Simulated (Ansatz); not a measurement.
# HF/def2-SVP run of C2H4GaN (SMILES N=C=[CH][GaH2])

What is the vertical ionisation energy of C2H4GaN at HF/def2-SVP? 

The calculation is run with Ansatz 0.2.0.

48 further runs of the same task are left out: 48 set aside as unsound or not needed. Runs told in other sessions of the task aren't counted.

## Step 1: The molecule

C2H4GaN has 8 atoms, charge 0, and is taken as a singlet. As SMILES, `N=C=[CH][GaH2]`. The shape is that of a PBE0-D4/def2-TZVP optimisation.

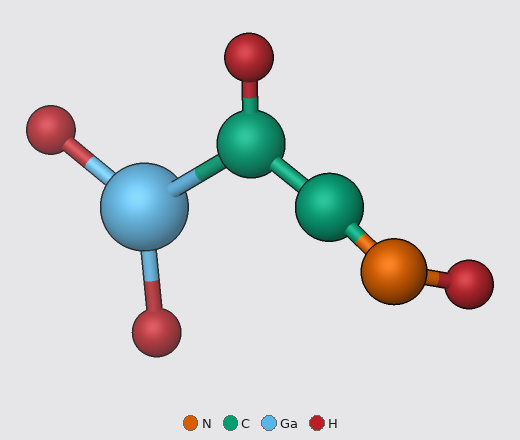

Viewed from a chosen angle; nitrogen orange, carbon teal, gallium blue, hydrogen red.

## Step 2: A single-point energy at HF/def2-SVP

in.yaml

```yaml
crystal:
  periodic: [false, false, false]
  atoms:
    - symbol: "N"
      position_ang: [0.336900, 2.061700, -0.854600]
    - symbol: C
      position_ang: [0.365600, 1.114900, -0.096000]
    - symbol: C
      position_ang: [0.472300, 0.025700, 0.622800]
    - symbol: Ga
      position_ang: [-0.381300, -1.593600, 0.007200]
    - symbol: H
      position_ang: [-0.411400, 2.740600, -0.770200]
    - symbol: H
      position_ang: [1.040500, 0.073900, 1.545200]
    - symbol: H
      position_ang: [-0.231900, -2.886400, 0.876300]
    - symbol: H
      position_ang: [-1.190600, -1.536800, -1.330700]
basis:
  gaussian: {orbitals: def2-SVP}
hamiltonian: {xc: hf}
accuracy: high
output: {orbitals: {seedname: orbitals}}
```

Started as:

```bash
ansatz run in.yaml --threads 1 --pin off --max-ram 3480MiB --events-out events.jsonl --progress --plain --runs-dir runs
```

The program printed:

```text
Warning: RAYON_NUM_THREADS=1 ignored (pool sized by the plan → 1); use --threads N
Functional definition: HF
  name "HF"
  exchange = exact_x
  correlation = 0
2065 factors; integrals over basis functions are off by at most 9.3e-9 eV
mean field evaluation 1: about -55926.6462 eV, gradient 2.9e1 eV
mean field evaluation 2: about -55926.7356 eV, gradient 2.9e1 eV
mean field evaluation 4: about -55929.0409 eV, gradient 3.6e0 eV
mean field evaluation 8: about -55929.0998 eV, gradient 2.3e-1 eV
mean field -55929.10035967 eV, -2055.3565281122 hartree, gradient 4.5e-8 eV, S^2 0.000000; 0 other end points of the search recorded, 0 dependent functions left out
reference -55929.10035967 eV, -2055.3565281122 hartree; 27, 27 occupied and 67, 67 virtual orbitals, 2065 factors
Total energy: -55929.10035967 eV, -2055.3565281122 hartree
```

Wall time 3.6 s (1 thread of Arm Neoverse V1, shared host); peak memory 0.28 GiB.

## Step 3: The doublet cation, same level

in.yaml

```yaml
crystal:
  periodic: [false, false, false]
  atoms:
    - {symbol: "N", position_ang: [0.336900, 2.061700, -0.854600]}
    - {symbol: C, position_ang: [0.365600, 1.114900, -0.096000]}
    - {symbol: C, position_ang: [0.472300, 0.025700, 0.622800]}
    - {symbol: Ga, position_ang: [-0.381300, -1.593600, 0.007200]}
    - {symbol: H, position_ang: [-0.411400, 2.740600, -0.770200]}
    - {symbol: H, position_ang: [1.040500, 0.073900, 1.545200]}
    - {symbol: H, position_ang: [-0.231900, -2.886400, 0.876300]}
    - {symbol: H, position_ang: [-1.190600, -1.536800, -1.330700]}
basis:
  gaussian: {orbitals: def2-SVP}
hamiltonian: {xc: hf}
total_charge: 1
output: {orbitals: {seedname: orbitals}}
accuracy: high
magnetization: {spin_polarized: true, initial_magnetization: 1}
```

Started as:

```bash
ansatz run in.yaml --threads 1 --pin off --max-ram 3480MiB --events-out events.jsonl --progress --plain --runs-dir runs
```

The program printed:

```text
Warning: RAYON_NUM_THREADS=1 ignored (pool sized by the plan → 1); use --threads N
[... 4 set-up lines as earlier in the session ...]
2062 factors; integrals over basis functions are off by at most 9.3e-9 eV
mean field evaluation 1: about -55911.4744 eV, gradient 3.3e1 eV
mean field evaluation 2: about -55911.6009 eV, gradient 3.3e1 eV
mean field evaluation 4: about -55919.9808 eV, gradient 9.2e0 eV
mean field evaluation 8: about -55920.9811 eV, gradient 6.3e-1 eV
mean field evaluation 16: about -55921.0197 eV, gradient 1.1e-3 eV
mean field evaluation 32: about -55921.0063 eV, gradient 3.1e-1 eV
mean field evaluation 64: about -55917.3164 eV, gradient 1.0e1 eV
mean field evaluation 96: about -55918.9223 eV, gradient 1.2e0 eV
mean field evaluation 128: about -55921.0099 eV, gradient 2.9e-1 eV
mean field -55921.01973618 eV, -2055.0595706759 hartree, gradient 4.3e-8 eV, S^2 0.908213; 1 other end points of the search recorded, 0 dependent functions left out
reference -55921.01973618 eV, -2055.0595706759 hartree; 27, 26 occupied and 67, 68 virtual orbitals, 2062 factors
Total energy: -55921.01973618 eV, -2055.0595706759 hartree
```

Wall time 11 s (1 thread of Arm Neoverse V1, shared host); peak memory 0.52 GiB.

## Step 4: Results

At HF/def2-SVP:

| quantity | value |
| --- | --- |
| singlet C2H4GaN: total energy | -2055.35653 Eh |
| singlet C2H4GaN: HOMO energy | -9.61 eV |
| singlet C2H4GaN: LUMO energy | 1.38 eV |
| singlet C2H4GaN: HOMO–LUMO gap | 10.99 eV |
| doublet cation: total energy | -2055.05957 Eh |
| doublet cation: HOMO energy (highest over α and β) | -16.15 eV |
| doublet cation: LUMO energy (lowest over α and β) | -6.65 eV |
| doublet cation: ⟨S²⟩ | 0.908 |
| vertical ionisation energy (to the doublet cation) | 8.081 eV |

What this shows: Removing an electron at fixed nuclei costs 8.08 eV (186 kcal/mol). The negative HOMO energy of the first species, 9.61 eV, lies 1.53 eV above that difference. ⟨S²⟩ (doublet cation) is 0.91 where a pure doublet has 0.75: the reference is spin-contaminated.
